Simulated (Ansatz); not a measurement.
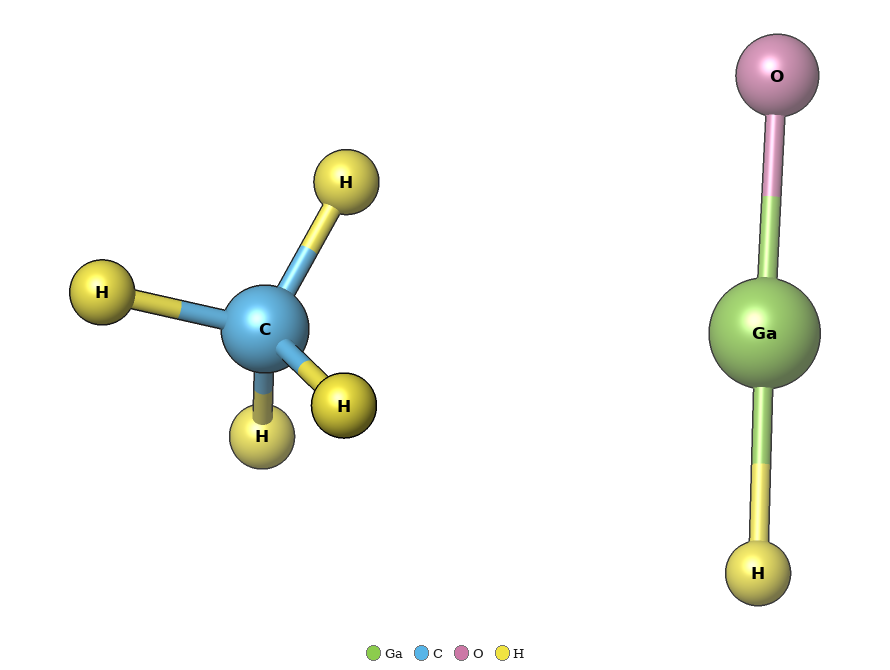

Distant atoms are faded towards the background colour. The computed structure is the end point of a PBE0-D4/def2-TZVP optimisation.

List the symmetry elements and name the point group.

Answer. It has 1 mirror plane, so the point group is Cs. The group has 2 operations. The geometry is achiral, and symmetry allows a dipole moment.
